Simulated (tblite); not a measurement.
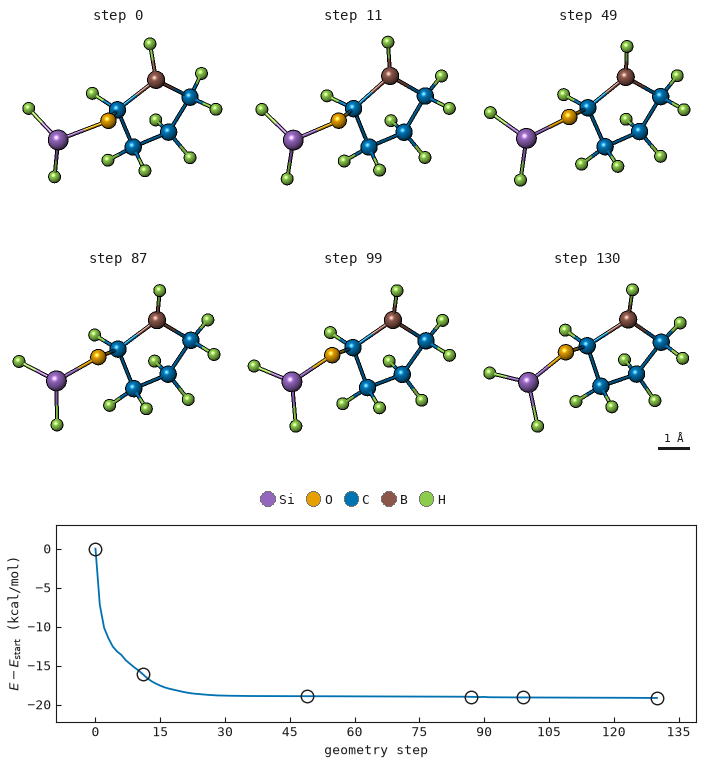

Frames of a relaxation of C4H10BOSi (multiplicity 2), marked on the history of the run. The picture is a ball-and-stick view, seen at a tilt.

The calculation used GFN2-xTB geometry optimisation, gas phase (tblite 0.8.0). 

Describe the path.

Answer. Over 130 geometry steps the energy falls by 19.2 kcal/mol. An H atom moves most after the best rigid fit: 0.91 Å. By element the largest moves are H 0.91 Å, O 0.62 Å, C 0.30 Å, B 0.16 Å, Si 0.02 Å. Some distances before and after: O–Si 1.749 → 1.600 Å, C–O 1.415 → 1.441 Å, B–H 1.186 → 1.165 Å, C–H 1.107 → 1.090 Å. Among the angles between lasting bonds that change: Si–O–C 109.0° → 130.3°, C–B–H 118.3° → 127.9°, O–C–H 114.9° → 105.9°. Groups turn about C–O by about 30°. From step 0 to 11: an H atom moves most (0.29 Å), energy −16.1 kcal/mol. From step 11 to 49: H atoms move most (0.28 Å), energy −2.80 kcal/mol. From step 49 to 87: an H atom moves most (0.36 Å), energy −0.08 kcal/mol. From step 87 to 99: an H atom moves most (0.19 Å), energy −0.08 kcal/mol. From step 99 to 130: an H atom moves most (0.26 Å), energy −0.06 kcal/mol.

| step | E − E(0), kcal/mol |
| --- | --- |
| 0 | 0.00 |
| 1 | -7.19 |
| 2 | -10.15 |
| 3 | -11.50 |
| 4 | -12.56 |
| 5 | -13.19 |
| 6 | -13.64 |
| 7 | -14.31 |
| 8 | -14.79 |
| 9 | -15.24 |
| 10 | -15.64 |
| 16 | -17.80 |
| 23 | -18.61 |
| 29 | -18.85 |
| 35 | -18.91 |
| 42 | -18.92 |
| 48 | -18.93 |
| 54 | -18.94 |
| 61 | -18.96 |
| 67 | -18.96 |
| 73 | -18.97 |
| 79 | -18.98 |
| 86 | -19.00 |
| 92 | -19.07 |
| 98 | -19.09 |
| 105 | -19.10 |
| 111 | -19.11 |
| 117 | -19.12 |
| 124 | -19.14 |
| 130 | -19.16 |
